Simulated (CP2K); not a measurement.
**One shape, several levels: InH2SClO (SMILES [OH][In]([SH])[Cl])**

We compute a comparison of 3 runs (GFN2-xTB, GFN1-xTB, IPEA1-xTB) of InH2SClO. 

Program for the calculation: CP2K 2026.2.

6 further runs of the same task are left out: 4 that didn't finish, 2 set aside as unsound or not needed.

## 1. Starting point

The species is InH2SClO (6 atoms), meant as a singlet with charge 0. As SMILES, `[OH][In]([SH])[Cl]`. Geometry: a GFN2-xTB relaxation, a rough one for these elements and not checked as a minimum. This is one conformer, not always the lowest.

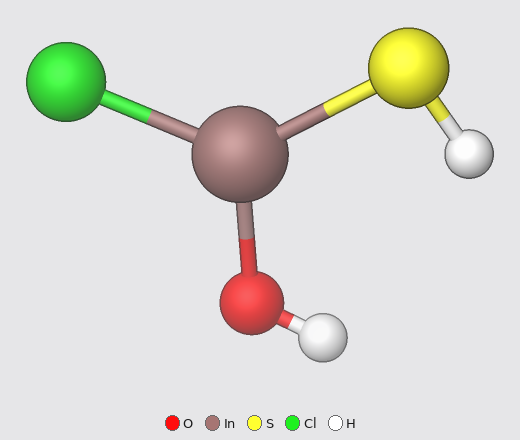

The structure, seen from a chosen angle (oxygen red, indium brown, sulfur yellow, chlorine green, hydrogen white).

## 2. Energy and forces at GFN2-xTB (run 1)

run.inp reads:

```
&GLOBAL
   PROJECT_NAME run
   RUN_TYPE ENERGY_FORCE
   PRINT_LEVEL MEDIUM
&END GLOBAL

&FORCE_EVAL
   METHOD Quickstep
   &DFT
      CHARGE 0
      MULTIPLICITY 1
      &QS
         METHOD XTB
         EPS_DEFAULT 1.0E-10
         &XTB
            GFN_TYPE TBLITE
            &TBLITE
               METHOD GFN2
            &END TBLITE
            CHECK_ATOMIC_CHARGES F
         &END XTB
      &END QS
      &POISSON
         PERIODIC NONE
         POISSON_SOLVER ANALYTIC
      &END POISSON
      &SCF
         SCF_GUESS ATOMIC
         EPS_SCF 1.0E-06
         MAX_SCF 150
         ADDED_MOS 2
         &DIAGONALIZATION
            ALGORITHM STANDARD
         &END DIAGONALIZATION
         &MIXING
            METHOD DIRECT_P_MIXING
            ALPHA 0.4
         &END MIXING
      &END SCF
      &PRINT
         &MOMENTS
            PERIODIC F
            REFERENCE COM
            MAX_MOMENT 1
         &END MOMENTS
         &MO ON
            ENERGIES T
            OCCUPATION_NUMBERS T
            NDIGITS 6
            &EACH
               QS_SCF 0
            &END EACH
            ADD_LAST NUMERIC
         &END MO
         &HIRSHFELD OFF
         &END HIRSHFELD
      &END PRINT
   &END DFT
   &SUBSYS
      &CELL
         ABC [angstrom] 14.5 13.6 11.5
         PERIODIC NONE
      &END CELL
      &COORD
         O      6.684530     8.083185     5.614800
         In     6.869000     6.137425     5.608510
         S      9.019650     5.218045     6.240380
         Cl     4.994880     4.991385     5.004470
         H      7.453360     8.608615     5.833120
         H      9.505120     6.431525     6.495530
      &END COORD
   &END SUBSYS
   &PRINT
      &FORCES ON
      &END FORCES
   &END PRINT
&END FORCE_EVAL
```

Launch:

```bash
$ OMP_NUM_THREADS=1 cp2k.psmp -i run.inp > run.out 2>&1
```

What it wrote:

```text
CP2K| version string:                                       CP2K version 2026.2
[...]
 GLOBAL| Method name                                                        CP2K
[...]
 GLOBAL| Run type                                                   ENERGY_FORCE
[...]
                             - Atoms:                                          6
[...]
                             - Spherical basis functions:                     33
[...]
 Number of electrons:                                                         24
[...]
  *** SCF run converged in    21 steps ***
[...]
  Fermi energy:                                                -0.35977937659718
[...]
 TB_DIPOLE| Moment [Debye]          2.45637460       0.73830375       0.78517810
 TB_DIPOLE| Derivative [a.u.]       0.00000000       0.00000000       0.00000000
[...]
 ENERGY| Total FORCE_EVAL ( QS ) energy [hartree]            -14.186805340993033
 FORCES| Atomic forces [hartree/bohr]
 FORCES|   Atom     x               y               z               |f|
 FORCES|      1 -1.34456252E-05  4.35235449E-06  8.19442002E-06   1.63363504E-05
 FORCES|      2 -1.39866746E-04 -5.37114452E-05 -2.55719046E-05   1.51991935E-04
 FORCES|      3  9.02896919E-05  1.92478474E-04  8.10089914E-05   2.27514062E-04
 FORCES|      4  8.44618070E-05  5.07633388E-05  4.67093240E-06   9.86535910E-05
 FORCES|      5  1.30223370E-05 -4.46410901E-06  2.72821281E-06   1.40339829E-05
 FORCES|      6 -3.44614642E-05 -1.89418613E-04 -7.10306521E-05   2.05212956E-04
 FORCES| Sum     5.18858502E-17 -6.69765892E-17 -1.99222149E-18
 FORCES| Total atomic force                                       8.47465274E-17
[...]
```

Run time: 0.24 s. Hardware: 1 thread of Arm Neoverse V2, shared host.

## 3. Energy and gradient at GFN1-xTB (run 2)

run.py reads:

```python
import numpy as np
from ase import Atoms
from ase.calculators.cp2k import CP2K

atoms = Atoms(['O', 'In', 'S', 'Cl', 'H', 'H'],
              positions=[(-0.736560, 1.504820, -0.184670),
                         (-0.552090, -0.440940, -0.190960),
                         (1.598560, -1.360320, 0.440910),
                         (-2.426210, -1.586980, -0.795000),
                         (0.032270, 2.030250, 0.033650),
                         (2.084030, -0.146840, 0.696060)])
atoms.set_cell([14.5, 13.6, 11.5])
atoms.center()
template = """
&FORCE_EVAL
 METHOD QUICKSTEP
 &DFT
  &QS
   METHOD XTB
   EPS_DEFAULT 1.0E-10
   &XTB
    GFN_TYPE 1
    CHECK_ATOMIC_CHARGES F
   &END XTB
  &END QS
  &POISSON
   PERIODIC NONE
   POISSON_SOLVER ANALYTIC
  &END POISSON
  &SCF
   SCF_GUESS ATOMIC
   EPS_SCF 1.0E-06
   MAX_SCF 100
   ADDED_MOS 8
   &DIAGONALIZATION
    ALGORITHM STANDARD
   &END DIAGONALIZATION
   &MIXING
    METHOD BROYDEN_MIXING
    ALPHA 0.4
    NBUFFER 8
   &END MIXING
   &SMEAR ON
    METHOD FERMI_DIRAC
    ELECTRONIC_TEMPERATURE [K] 300
   &END SMEAR
  &END SCF
  &PRINT
   &MOMENTS
    PERIODIC F
    REFERENCE COM
    MAX_MOMENT 1
   &END MOMENTS
   &MO ON
    ENERGIES T
    OCCUPATION_NUMBERS T
    NDIGITS 6
    &EACH
     QS_SCF 0
    &END EACH
    ADD_LAST NUMERIC
   &END MO
   &HIRSHFELD OFF
   &END HIRSHFELD
  &END PRINT
 &END DFT
 &SUBSYS
 &END SUBSYS
&END FORCE_EVAL
"""
calculator = CP2K(command="cp2k.psmp -s", label="mol", inp=template, basis_set=None, basis_set_file=None, potential_file=None, pseudo_potential=None, xc=None, cutoff=None, max_scf=None, charge=None, uks=False,
            force_eval_method=None, print_level="LOW", poisson_solver=None, stress_tensor=False)
atoms.calc = calculator
e = atoms.get_potential_energy()
f = atoms.get_forces()
print(f"energy = {e:.6f} eV")
print("forces (eV/angstrom):")
for s, v in zip(atoms.get_chemical_symbols(), f):
    print(f"{s:2s} {v[0]:10.5f} {v[1]:10.5f} {v[2]:10.5f}")
```

Launch:

```bash
$ OMP_NUM_THREADS=1 python run.py
```

What it wrote:

```text
energy = -416.691270 eV
forces (eV/angstrom):
O    -0.23223    0.43298   -0.05271
In    1.02089   -0.36273    0.29377
S    -0.42060    0.37038   -0.10130
Cl   -0.50357   -0.29286   -0.16174
H     0.12275    0.02777    0.03758
H     0.01275   -0.17554   -0.01560
```

mol.out:

```text
CP2K| version string:                                       CP2K version 2026.2
 CP2K| Input file name                                                   mol.inp

[... 22 lines left out ...]
 *** WARNING in qs_kind_types.F:2330 :: Information provided in the input ***
[... 55 lines left out ...]
  Step     Update method      Time    Convergence         Total energy    Change
[... 54 lines left out ...]
  Repulsive potential energy:                                   0.05003477223259
[... 2 lines left out ...]
  Dispersion energy:                                           -0.00203314638541
[... 4 lines left out ...]
  Total energy:                                               -15.31312327088300
[... 3 lines left out ...]
 TB_DIPOLE| Ref. Point [Bohr]      13.00705231      11.25668491      10.59917962
[... 2 lines left out ...]
 TB_DIPOLE| Derivative [a.u.]       0.00000000       0.00000000       0.00000000
[... 39 lines left out ...]
 -------------------------------------------------------------------------------
```

Run time: 0.84 s. Hardware: 1 thread of Arm Neoverse V2, shared host.

## 4. Energy and forces at IPEA1-xTB (run 3)

molecule.xyz reads:

```xyz
6

O     -0.736560     1.504820    -0.184670
In    -0.552090    -0.440940    -0.190960
S      1.598560    -1.360320     0.440910
Cl    -2.426210    -1.586980    -0.795000
H      0.032270     2.030250     0.033650
H      2.084030    -0.146840     0.696060
```

job.inp reads:

```
&GLOBAL
   PROJECT_NAME job
   RUN_TYPE ENERGY_FORCE
   PRINT_LEVEL MEDIUM
&END GLOBAL
&FORCE_EVAL
   METHOD QUICKSTEP
   &DFT
      &QS
         METHOD XTB
         EPS_DEFAULT 1.0E-10
         &XTB
            GFN_TYPE TBLITE
            &TBLITE
               METHOD IPEA1
            &END TBLITE
            CHECK_ATOMIC_CHARGES F
         &END XTB
      &END QS
      &POISSON
         PERIODIC NONE
         POISSON_SOLVER ANALYTIC
      &END POISSON
      &SCF
         SCF_GUESS ATOMIC
         EPS_SCF 1.0E-06
         MAX_SCF 150
         ADDED_MOS 2
         &DIAGONALIZATION
            ALGORITHM STANDARD
         &END DIAGONALIZATION
         &MIXING
            METHOD DIRECT_P_MIXING
            ALPHA 0.4
         &END MIXING
      &END SCF
      &PRINT
         &MOMENTS
            PERIODIC F
            REFERENCE COM
            MAX_MOMENT 1
         &END MOMENTS
         &MO ON
            ENERGIES T
            OCCUPATION_NUMBERS T
            NDIGITS 6
            &EACH
               QS_SCF 0
            &END EACH
            ADD_LAST NUMERIC
         &END MO
         &HIRSHFELD OFF
         &END HIRSHFELD
      &END PRINT
   &END DFT
   &SUBSYS
      &CELL
         ABC 12.5 11.6 9.5
         PERIODIC NONE
      &END CELL
      &TOPOLOGY
         COORD_FILE_NAME molecule.xyz
         COORD_FILE_FORMAT XYZ
         &CENTER_COORDINATES
         &END CENTER_COORDINATES
      &END TOPOLOGY
   &END SUBSYS
   &PRINT
      &FORCES ON
      &END FORCES
   &END PRINT
&END FORCE_EVAL
```

Launch:

```bash
$ OMP_NUM_THREADS=1 cp2k.psmp -i job.inp > job.out 2>&1
```

What it wrote:

```text
CP2K| version string:                                       CP2K version 2026.2
[...]
 GLOBAL| Method name                                                        CP2K
[...]
 GLOBAL| Run type                                                   ENERGY_FORCE
[...]
                             - Atoms:                                          6
[...]
                             - Spherical basis functions:                     36
[...]
 Number of electrons:                                                         24
[...]
  *** SCF run converged in    19 steps ***
[...]
  Fermi energy:                                                -0.34733568201707
[...]
 TB_DIPOLE| Moment [Debye]          2.38401751       0.61036285       0.76023462
 TB_DIPOLE| Derivative [a.u.]       0.00000000       0.00000000       0.00000000
[...]
 ENERGY| Total FORCE_EVAL ( QS ) energy [hartree]            -15.555028628704521
 FORCES| Atomic forces [hartree/bohr]
 FORCES|   Atom     x               y               z               |f|
 FORCES|      1 -8.68380384E-03 -1.42651730E-02 -2.95664917E-03   1.69601116E-02
 FORCES|      2  1.08663387E-02  6.06455603E-03  3.43170830E-03   1.29086319E-02
 FORCES|      3 -8.72433249E-03  1.16676633E-02 -1.61845134E-03   1.46583672E-02
 FORCES|      4  1.91132976E-03  7.27184292E-04  6.23254308E-04   2.13785509E-03
 FORCES|      5  7.14215410E-03  4.61085962E-03  2.24845226E-03   8.79351631E-03
 FORCES|      6 -2.51168620E-03 -8.80509026E-03 -1.72831436E-03   9.31800690E-03
 FORCES| Sum     2.16406754E-16  1.78676518E-16  7.37257477E-18
 FORCES| Total atomic force                                       2.80733924E-16
[...]
```

It took 0.24 s on 1 thread of Arm Neoverse V2, shared host.

## 5. All runs side by side

```tsv
run	level	iteration cap	added orbitals	energy (Eh)	dipole moment (D)	HOMO energy (eV)	LUMO energy (eV)	wall time
1	GFN2-xTB	150	2	-14.186805	2.68	-11.31	-8.89	0.24 s
2	GFN1-xTB	100	8	-15.313123	2.94	-11.43	-7.30	0.84 s
3	IPEA1-xTB	150	2	-15.555029	2.58	-12.30	-8.56	0.24 s
```

## 6. Outcome

| quantity | value |
| --- | --- |
| run 3: total energy | -15.55503 Eh |
| run 3: dipole moment (from atomic charges alone) | 2.58 D |
| run 3: HOMO energy | -12.30 eV |
| run 3: LUMO energy | -8.56 eV |
| run 3: HOMO–LUMO gap | 3.74 eV |
| run 3: largest force on an atom | 0.872 eV/Å |

In words: The dipole moment (its size) runs from 2.58 D (IPEA1-xTB) to 2.94 D (GFN1-xTB). Some of these are taken from atomic charges alone. The HOMO–LUMO gap runs from 2.42 eV (GFN2-xTB) to 4.13 eV (GFN1-xTB). Force-field and semi-empirical energies have zeros of their own, so their totals don't compare. All runs together took 1.3 s, the longest 0.84 s.
